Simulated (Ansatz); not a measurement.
# Molecular dynamics, with input and output: MgH$_{20}$Cl$_{2}$O$_{10}$ (part 3 of 3)

Continued. System: MgH$_{20}$Cl$_{2}$O$_{10}$ (disordered cell, 33 atoms in the cell). Method: DFT PBE-D3(BJ), scalar-relativistic, plane waves, PAW, no spin polarisation (Ansatz 0.2.0); cutoff 420 eV, 1×1×1 k-mesh, Fermi–Dirac smearing of 0.02 eV. It belongs to a series of runs on one base structure; here: dynamics from the last frame of the run before.

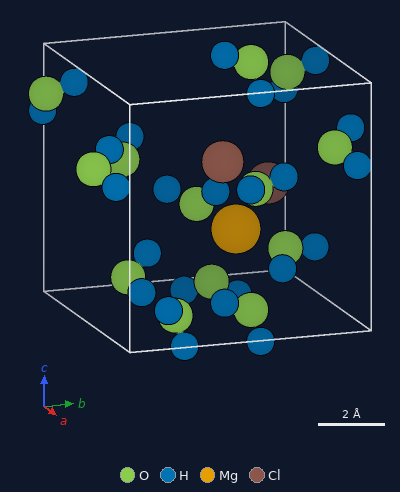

Figure 1. The geometry at step 314 of the log (spheres-only view of the cell of the calculation, seen slightly off an axis).

### Trajectory as extended XYZ, continued
```
33
Lattice="7.8068 0.0000 0.0000 0.0000 7.8068 0.0000 0.0000 0.0000 7.8068" Properties=species:S:1:pos:R:3:forces:R:3 step=200 time_fs=100.0 energy=-10085.19022 temperature=356.4
O     5.6478    7.6068    5.2568   -0.1521  -0.3259   0.3729
H     6.1762    8.2107    4.7216    0.1537   0.2993  -0.2080
H     5.4735    8.0908    6.0837   -0.0450  -0.0212  -0.2776
O     6.0577    2.3216    8.3768    0.0334  -0.3775   0.0678
H     6.4879    1.4997    8.6980   -0.0805   0.4319  -0.0867
H     6.3068    2.4295    7.4226    0.2405  -0.0265  -0.0300
O     2.0157    1.8187    4.3930   -1.0769   2.0119   1.2031
H     1.1694    2.2054    4.8561    1.2756  -0.3080  -0.6902
H     1.6536    1.0501    3.9684   -0.4200  -1.2663  -0.8971
O     4.8343    4.7793    0.1583    0.5617  -0.2988   0.3714
H     5.4563    4.1183    0.5575   -0.4882   0.4123  -0.0209
H     5.1712    4.8257   -0.7517   -0.1929   0.1201  -0.1805
O     4.7778    5.0193    4.0977   -0.0174  -0.2654  -0.0629
H     4.9584    5.9377    4.3278   -0.1750   0.9128   0.0604
H     5.5551    4.5865    4.4976    0.1496  -0.7182  -0.0483
O     1.1891    5.0889    7.8291    0.0385   1.2228  -0.7672
H     1.4172    5.9761    7.3430   -0.4210  -0.9338   0.2368
H     0.3792    4.8045    7.3521    0.1907  -0.3673   0.0623
O     3.4576    1.5641    1.3239    1.2286   1.7712  -0.1946
H     2.9790    2.1001    1.9863   -0.1358  -0.4651  -0.0923
H     4.2317    2.2286    1.0954   -1.1680  -1.9809   0.0640
O     3.2263    6.6019    1.5905   -1.1947   2.9538   0.3705
H     3.3209    7.6431    1.4179    0.1267  -1.8985   0.4321
H     3.9238    6.1058    1.1916    1.7353  -0.7363  -1.0778
O     1.3124    7.4359    6.4988    0.5824  -0.1176   0.9587
H     0.7815    7.5855    5.7158   -0.3407   0.1386  -0.4964
H     1.5746    8.3013    6.8679   -0.1126  -0.2251  -0.3304
O     2.4356    4.2150    3.0396    0.0841  -0.7193  -0.0844
H     3.3274    4.4779    3.3909    0.4017   0.1925   0.3649
H     2.2800    3.2952    3.3997   -0.3015   0.1996   0.3376
Mg    1.6071    5.5477    1.8943   -0.3377   0.2592   0.2266
Cl    8.0562   -0.5944    2.7317   -0.1629   0.1527   0.1645
Cl    7.1396    3.2214    5.5462    0.0207  -0.0272   0.2517
33
Lattice="7.8068 0.0000 0.0000 0.0000 7.8068 0.0000 0.0000 0.0000 7.8068" Properties=species:S:1:pos:R:3:forces:R:3 step=229 time_fs=114.5 energy=-10085.03325 temperature=263.4
O     5.6651    7.6409    5.2588   -0.2000   0.5697   0.3733
H     6.0824    8.3466    4.7234   -0.0627  -0.2367   0.1303
H     5.2328    8.1464    5.9885    0.2437  -0.4063  -0.5436
O     6.0710    2.2856    8.3804   -1.3741   1.9024  -1.1244
H     6.6060    1.6543    8.7926    1.6264  -1.8195   1.1147
H     6.4719    2.4900    7.4970   -0.0730  -0.1388   0.0168
O     2.0760    1.8649    4.3708    1.0004  -0.9003  -1.0850
H     1.1829    2.0996    4.6390   -1.1707   0.0509   0.3312
H     1.9961    1.0755    3.7551   -0.3656   0.8145   0.9344
O     4.8192    4.8303    0.2137   -0.1502   0.7047  -1.0159
H     5.3398    4.3120    0.8162    0.6365  -0.8472   0.8057
H     5.3146    4.7312   -0.6311   -0.3780   0.1678   0.3154
O     4.7918    5.0501    4.1008    1.4047  -1.0334   1.6260
H     5.0782    5.9464    4.3934   -0.3281   0.1514  -0.2284
H     5.4060    4.4778    4.7222   -1.1125   0.7267  -1.5561
O     1.2095    5.1264    7.8349   -0.8980  -1.4936   0.2634
H     1.3545    5.8822    7.2477    0.1501   1.1796  -0.5042
H     0.4597    4.6257    7.4167    0.6007   0.1342   0.1988
O     3.4948    1.5216    1.3277   -2.2024  -1.2715   0.7600
H     3.0031    1.8463    2.1100    0.1845   0.0694  -0.4069
H     4.2658    2.0515    1.2937    1.9645   1.0693  -0.4060
O     3.3143    6.5983    1.5030    0.5192  -1.6893  -0.1688
H     3.5115    7.5317    1.5688    0.0839   1.6132  -0.0622
H     4.1203    6.1521    1.0982   -0.6381   0.0383  -0.0215
O     1.3579    7.4546    6.5240   -1.1267  -0.3056  -2.0006
H     0.8137    7.4513    5.6596    0.9846  -0.0805   1.5558
H     1.3549    8.3881    6.7706    0.1620   0.2078   0.2292
O     2.4851    4.1106    2.9953   -0.1651   1.1679  -1.5090
H     3.2851    4.3915    3.4547    1.6691   0.9051   0.5553
H     2.1743    3.4419    3.5831   -1.0212  -2.0154   1.1297
Mg    1.7037    5.5203    1.9129   -0.3755   0.9484  -0.1104
Cl    8.0190   -0.6015    2.7443    0.3940  -0.2393   0.0186
Cl    7.1137    3.2243    5.5026    0.0174   0.0562   0.3844
33
Lattice="7.8068 0.0000 0.0000 0.0000 7.8068 0.0000 0.0000 0.0000 7.8068" Properties=species:S:1:pos:R:3:forces:R:3 step=257 time_fs=128.5 energy=-10084.97290 temperature=267.6
O     5.7048    7.6425    5.2962   -0.3140  -0.0851   0.2185
H     5.9657    8.3703    4.7117    0.2118   0.0625  -0.1671
H     5.1651    8.0925    5.9711    0.0316  -0.1267  -0.0653
O     6.0902    2.2381    8.3634    2.6454  -1.5707  -0.5180
H     6.8570    1.6029    8.6976   -2.1492   1.5197  -0.5520
H     6.4039    2.3940    7.3876   -0.6115   0.0317   1.1254
O     2.0601    1.8829    4.3966   -2.7743   1.8958   0.8114
H     1.0145    2.0882    4.5128    2.3864  -0.2591   0.1194
H     2.0367    1.0181    4.0151   -0.0303  -1.5268  -0.7750
O     4.8370    4.8924    0.2392    0.9359  -0.1414  -1.4073
H     5.2937    4.2773    0.8549    0.0795   0.1615  -0.6223
H     5.3083    4.8464   -0.6654   -0.7485  -0.1316   1.8769
O     4.8374    5.0818    4.0447   -1.6859   1.2902  -0.9973
H     5.0518    5.9680    4.4240    0.2030  -0.4135  -0.0662
H     5.4093    4.4170    4.3797    1.5621  -1.0082   0.9787
O     1.1933    5.0992    7.8537   -0.2852  -0.5329   0.1231
H     1.0961    5.8962    7.2864    0.1615   0.4914  -0.1551
H     0.6366    4.3968    7.4673   -0.0305  -0.0079  -0.2470
O     3.4826    1.5020    1.3585    2.0492  -0.1827  -1.2242
H     3.1611    1.8971    2.1741    0.2445   0.4843   0.2756
H     4.4618    1.8322    1.1176   -2.0920  -0.5715   0.7169
O     3.3581    6.5882    1.4910    0.6573   0.7535  -0.4119
H     3.4378    7.6196    1.4525   -0.0903  -1.0576   0.0093
H     4.1230    6.1469    0.9631   -0.9082   0.3880   0.5323
O     1.3810    7.5110    6.5079    1.0511  -1.6679   1.2035
H     0.8605    7.4792    5.7335   -1.2309  -0.0136  -1.8192
H     1.3643    8.4077    6.7954    0.0371   1.3695   0.5035
O     2.5469    4.0341    3.0003    0.2143   0.5646  -0.4547
H     3.4405    4.3648    3.3086   -0.0051   0.1729   0.3951
H     2.3080    3.2508    3.5713   -0.0100  -0.1850   0.0763
Mg    1.7502    5.4860    1.8980   -0.0819   0.8958   0.3907
Cl    8.0371   -0.5907    2.7984    0.5166  -0.4183  -0.1478
Cl    7.1189    3.2158    5.5012    0.0606  -0.1812   0.2736
33
Lattice="7.8068 0.0000 0.0000 0.0000 7.8068 0.0000 0.0000 0.0000 7.8068" Properties=species:S:1:pos:R:3:forces:R:3 step=286 time_fs=143.0 energy=-10084.99644 temperature=301.3
O     5.6751    7.5378    5.3017   -1.1718   0.0908   1.1454
H     6.1025    8.1449    4.6982    0.4250   0.5386  -0.5451
H     5.0812    8.1254    5.8476    0.6977  -0.6554  -0.6803
O     6.1389    2.1413    8.3582   -3.8782   1.7080  -0.3111
H     6.9237    1.7676    8.5924    3.6288  -1.9793   1.4045
H     6.3197    2.5513    7.5050    0.2003   0.2323  -1.2843
O     2.0354    1.8416    4.4904    0.5710  -0.6904  -1.1703
H     1.2233    2.2425    4.8129   -1.1453   0.7169   0.7265
H     1.6656    1.0659    3.9854    0.4051   0.2974   0.1163
O     4.8761    4.9369    0.2124   -0.5049  -0.2517   1.4371
H     5.3281    4.1812    0.6276    0.0108   0.0201   0.0599
H     5.2592    5.0303   -0.6400    0.6857   0.0989  -1.6519
O     4.7997    5.1373    3.9634    1.5665   0.2882   0.6925
H     4.9357    6.0579    4.3310   -0.2617  -0.4786  -0.2492
H     5.7070    4.7335    4.1765   -1.4218   0.0705  -0.1956
O     1.1464    5.0654    7.9026   -0.6879   0.4554  -0.6876
H     0.9688    5.8615    7.3085    0.6307   0.0317   0.4683
H     0.4615    4.4440    7.5921    0.0481  -0.4123  -0.1098
O     3.4493    1.4983    1.2855   -1.6755   0.6640   1.5455
H     3.3638    2.1532    2.0378   -0.4942  -0.8332  -0.7228
H     4.3397    1.7004    1.0681    2.2999   0.1649  -1.0702
O     3.4013    6.6019    1.5427   -0.5241  -1.3107   0.4098
H     3.4603    7.5372    1.3766   -0.1530   1.8779   0.0481
H     4.1065    6.1563    1.0337    0.5017  -0.5422  -0.2536
O     1.3265    7.5120    6.5359   -1.1512   1.0681  -0.3090
H     0.6978    7.5397    5.7365    1.0548   0.2353   1.4277
H     1.2764    8.4231    6.9890   -0.0349  -1.7579  -1.0953
O     2.5569    4.0265    3.0148    0.7883  -0.4881   1.3442
H     3.3166    4.4334    3.5935   -0.3375  -0.3167  -0.8864
H     2.3690    3.1315    3.5332   -0.2944   0.8969  -0.4730
Mg    1.8009    5.5137    1.9051   -0.2036   0.4446   0.5692
Cl    8.1349   -0.6163    2.8746    0.3560  -0.2814  -0.0515
Cl    7.1156    3.2108    5.5005    0.0697   0.0972   0.3521
33
Lattice="7.8068 0.0000 0.0000 0.0000 7.8068 0.0000 0.0000 0.0000 7.8068" Properties=species:S:1:pos:R:3:forces:R:3 step=314 time_fs=157.0 energy=-10085.17317 temperature=318.1
O     5.5587    7.4296    5.2519    0.8786  -0.7491  -0.4821
H     6.2978    7.8976    4.8227   -0.1447  -0.0679  -0.1650
H     5.0770    8.1142    5.6915   -0.7816   0.9754   0.5741
O     6.1173    2.0760    8.3692    1.5555  -1.1965   1.2509
H     6.9138    1.5650    8.7674   -1.7677   0.9842  -0.7255
H     6.3935    2.2730    7.4526    0.2096   0.2129  -0.6584
O     2.0232    1.8152    4.4933   -1.9120   0.4415   0.0525
H     1.2787    2.3269    4.9834    0.8290  -0.6494  -0.4762
H     1.4769    1.1192    4.0246    0.6352   0.3461   0.2557
O     4.9019    4.9540    0.1894    1.0272   0.0625  -1.4634
H     5.0593    4.0411    0.5214    0.2762   0.4980  -0.4412
H     5.4258    5.0774   -0.6829   -1.0359  -0.6302   1.8162
O     4.7581    5.1512    3.9505   -1.8852  -0.6181  -1.0234
H     4.8599    6.0371    4.2761    0.2134   1.4194   0.5891
H     5.5580    4.7081    4.1547    1.6365  -1.0881   0.5894
O     1.0961    5.0340    7.9396   -0.9334  -1.5241   0.2296
H     1.0672    5.8901    7.4692   -0.2806   0.4293  -0.9177
H     0.3954    4.3907    7.5559    1.2101   1.2963   0.2770
O     3.5045    1.4776    1.1772    1.3214  -0.7213  -0.8274
H     3.3388    2.1548    1.8370   -0.0225   0.4665   0.4870
H     4.5002    1.5636    0.9339   -1.3262   0.1382   0.3804
O     3.4694    6.5739    1.6395   -1.2685   0.1656   0.6776
H     3.4022    7.5520    1.5792    0.3998   0.5980  -0.1993
H     4.2549    6.2026    1.2169    0.6849  -0.3821  -0.6166
O     1.2033    7.4458    6.5546   -0.5355  -2.5577  -0.4881
H     0.5468    7.5716    5.8551    0.0287   0.0347  -0.0770
H     1.4142    8.2827    6.8912    0.6028   2.2365   0.7693
O     2.5755    4.0226    3.0369   -1.6976  -0.1925  -1.3332
H     3.3083    4.3806    3.5764    0.9279  -0.0244   0.7217
H     2.0813    3.2404    3.4457    0.9856   0.4140   0.3446
Mg    1.8167    5.5640    1.9242    0.1101  -0.4475   0.3568
Cl    8.1972   -0.6934    2.8872   -0.1048   0.2042   0.1115
Cl    7.1190    3.2485    5.5537    0.1636  -0.0743   0.4114
33
Lattice="7.8068 0.0000 0.0000 0.0000 7.8068 0.0000 0.0000 0.0000 7.8068" Properties=species:S:1:pos:R:3:forces:R:3 step=343 time_fs=171.5 energy=-10085.17332 temperature=277.9
O     5.4347    7.3617    5.2456    1.7527   1.1783  -0.7615
H     6.2349    7.7058    4.7012   -1.6786  -0.7418   0.9449
H     5.0829    8.1652    5.6807    0.0342  -0.2673  -0.2247
O     6.0697    2.0407    8.3876   -0.4213  -0.1974   0.8435
H     6.6041    1.4528    8.9487    0.2154   0.0964  -0.2083
H     6.5455    2.2366    7.5664    0.4503   0.0974  -0.7702
O     1.9883    1.7517    4.4348    1.0598   0.1088  -0.4174
H     1.3598    2.1546    5.0345   -1.0300   0.4090   0.5624
H     1.6094    0.8974    4.1693   -0.1851  -0.1761  -0.3587
O     4.9572    4.8921    0.1256   -0.3877   0.3073   0.2503
H     5.1259    4.0085    0.4535   -0.0043  -0.7346   0.9390
H     5.4449    4.7982   -0.6905    0.4823   0.5016  -1.1394
O     4.7490    5.1568    3.9240    0.8261  -0.5431   1.3498
H     4.8677    6.0039    4.4881   -0.1886  -1.0344  -0.7624
H     5.3350    4.4619    4.3790   -0.6320   1.1098  -0.5927
O     1.0209    5.0352    8.0026    0.0839   0.7787  -0.6359
H     0.9087    5.7252    7.2792    0.3877   0.1929   0.9251
H     0.6660    4.2701    7.5295   -0.2680  -0.8060   0.0105
O     3.5224    1.4770    1.0756   -3.6019  -1.3450   0.2355
H     3.2097    2.1438    1.6972    0.0996   0.2580   0.3229
H     4.4205    1.5956    0.9111    3.3396   0.9622  -0.6586
O     3.4960    6.6392    1.7155    0.1919   1.7187  -0.8025
H     3.5339    7.6483    1.4518   -0.5320  -1.0354   0.6882
H     4.1927    6.2493    1.1492    0.2515  -0.6421  -0.0575
O     1.1176    7.4001    6.5709    0.3527   1.0879   0.4340
H     0.5388    7.6377    5.8214    0.2156   0.0072   0.2664
H     1.4746    8.2631    6.9463   -0.5690  -1.3331  -0.6542
O     2.5758    4.0332    3.0358   -0.6293   0.5680  -1.3915
H     3.3686    4.4150    3.4811    1.1174   0.2914   0.7106
H     2.2340    3.2723    3.5290   -0.2620  -0.8265   0.5294
Mg    1.8614    5.5847    2.0007   -0.1380  -0.3915  -0.4586
Cl    8.2150   -0.7599    2.9026   -0.4244   0.5259   0.4398
Cl    7.1086    3.2763    5.6026    0.0913  -0.1252   0.4416
33
Lattice="7.8068 0.0000 0.0000 0.0000 7.8068 0.0000 0.0000 0.0000 7.8068" Properties=species:S:1:pos:R:3:forces:R:3 step=371 time_fs=185.5 energy=-10085.10341 temperature=296.7
O     5.3755    7.3679    5.2329   -1.5575  -0.4428   1.6776
H     5.9803    7.6314    4.5763    1.5780   0.6905  -1.5244
H     5.1954    8.1593    5.7716    0.0735  -0.1001  -0.1783
O     6.0460    2.0051    8.3936   -0.2971  -0.3117   0.8362
H     6.5380    1.4086    9.0059   -0.0246   0.5746  -0.6675
H     6.6222    2.4986    7.7800    0.4612  -0.2262  -0.5366
O     1.9601    1.7264    4.4857   -0.3698  -0.7368  -1.4428
H     1.0305    2.0471    4.5792   -0.0384   0.2987   0.4257
H     1.8247    0.9523    3.8463    0.1992   0.7554   0.8153
O     5.0346    4.8438    0.0894    0.4045  -0.6407   0.0860
H     5.3095    4.0600    0.6445   -0.0904   0.9415  -0.7878
H     5.5812    4.7857   -0.7460   -0.3601  -0.1100   0.9167
O     4.7108    5.1069    3.9575   -1.1606  -0.0591  -2.0198
H     4.6184    5.9629    4.3758    0.1616   0.9591   0.7552
H     5.2104    4.5422    4.5071    1.6071  -1.1789   1.4938
O     0.9833    5.0428    8.0501    0.4771   0.6013   0.6516
H     0.9903    5.7713    7.3701   -0.1082  -0.0361   0.0680
H     1.0856    4.2090    7.5806   -0.1429  -0.3407  -0.5609
O     3.5264    1.4552    1.0127    0.7544   0.7522  -0.4109
H     3.1035    2.0636    1.6450    0.1463  -0.0658  -0.1053
H     4.4246    1.9061    0.7406   -1.1313  -0.9987   0.5049
O     3.5305    6.6835    1.6946    0.3284   0.1090  -0.7292
H     3.5096    7.6597    1.3978    0.0759  -0.4188   0.2791
H     4.2348    6.2326    1.1492   -0.2288   0.1052   0.1779
O     1.0781    7.4211    6.5926   -0.0082  -1.0664   1.1106
H     0.7933    7.7269    5.7456   -0.4510   0.2073  -1.2873
H     1.6019    8.1441    6.9287    0.5567   0.5817   0.3505
O     2.6178    4.0932    3.0721   -1.0675  -1.9447  -0.2980
H     3.4760    4.3741    3.4751    1.1416   0.6760   0.5772
H     2.4110    3.1919    3.4898   -0.2301   0.6928  -0.0377
Mg    1.9265    5.5494    2.0382   -0.3437   0.2324  -0.7214
Cl    8.2497   -0.8061    2.9121   -0.3256   0.5940   0.3284
Cl    7.1212    3.3017    5.6171   -0.0296  -0.0942   0.2531
33
Lattice="7.8068 0.0000 0.0000 0.0000 7.8068 0.0000 0.0000 0.0000 7.8068" Properties=species:S:1:pos:R:3:forces:R:3 step=400 time_fs=200.0 energy=-10085.27650 temperature=332.9
O     5.3247    7.4149    5.2164    0.5151   0.4635  -0.5648
H     5.9385    7.5844    4.4656   -0.1405  -0.3424   0.2626
H     5.4798    8.2176    5.7419   -0.2405   0.0281   0.2388
O     6.1300    2.0558    8.4381    0.5964   0.1739  -0.8325
H     6.7726    1.5038    8.9190   -0.1303  -0.0131  -0.0702
H     6.5632    2.2581    7.5390   -0.4945   0.0004   0.7835
O     1.9206    1.7569    4.4203    0.0879   0.6229   0.1080
H     0.9697    1.9846    4.5597    0.0745  -0.1587   0.0588
H     1.9680    1.0502    3.7557   -0.4646  -0.2401  -0.0610
O     5.1239    4.7893    0.0874   -1.6717   1.0557   0.6063
H     5.4976    4.2423    0.7755    0.7230  -0.6200   0.1877
H     5.7131    4.8002   -0.6669    0.7735  -0.2597  -0.4639
O     4.7175    5.0804    3.9751    1.3698  -0.5811   1.1473
H     4.4989    5.9901    4.2670    0.3849  -0.1485   0.3658
H     5.3393    4.6579    4.6677   -0.6717   0.7152  -1.0164
O     0.9687    5.0077    8.0965    0.6384   0.5671  -1.1698
H     0.9501    5.8730    7.5189   -0.0770  -0.9411   0.4940
H     1.1568    4.2768    7.4437   -0.4503   0.6837   0.5196
O     3.4756    1.4139    0.9519    0.5121   1.0070   0.5461
H     3.1234    2.0194    1.6368   -0.2967  -0.2298  -0.1102
H     4.3808    1.8430    0.8397   -0.1596  -0.7838  -0.3581
O     3.5483    6.6751    1.6262    0.2385  -2.2137  -0.0677
H     3.6066    7.6420    1.4967    0.1735   0.8497  -0.6067
H     4.2233    6.1396    1.0991   -0.1747   0.8743   0.1342
O     1.0029    7.4077    6.6558    0.0431  -0.6241  -1.3747
H     1.1659    7.3212    5.6695   -0.4787  -0.0578   1.0802
H     1.6581    8.0732    6.8851    0.4134   0.4292   0.3982
O     2.7161    4.0837    3.1376   -1.3650  -0.8474  -0.5932
H     3.5593    4.3596    3.6305    0.5530   0.3527   0.0739
H     2.3138    3.3275    3.6522    0.0555   0.0422  -0.1854
Mg    1.9686    5.5046    1.9817   -0.2031   0.0499   0.1533
Cl    8.2956   -0.8304    2.9460   -0.0806   0.2600   0.2022
Cl    7.1179    3.3372    5.6433   -0.0530  -0.1143   0.1141
```

### Key numbers

- outcome: finished
- mean temperature over the second half: 303 K
- trajectory: 400 steps, 200 fs
- ensemble: nvt_langevin
- temperature in the input: 300.0 K
- time step: 0.5 fs
- electrons treated: 104
- potential energy (free energy of the electrons) (last step): −10085.2765 eV
- Fermi energy (last step): −0.428 eV
- largest force (length of the vector) (last step): 2.228 eV/Å
- wall time: 18 min
- peak memory: 0.47 GiB

### Remarks

The input asks for low accuracy. The k-point mesh is coarse for a cell of this size, so the results may not be converged. So short a trajectory is not equilibrated. The logged temperature at the start can lie below the typed one, since it is counted over all degrees of freedom.
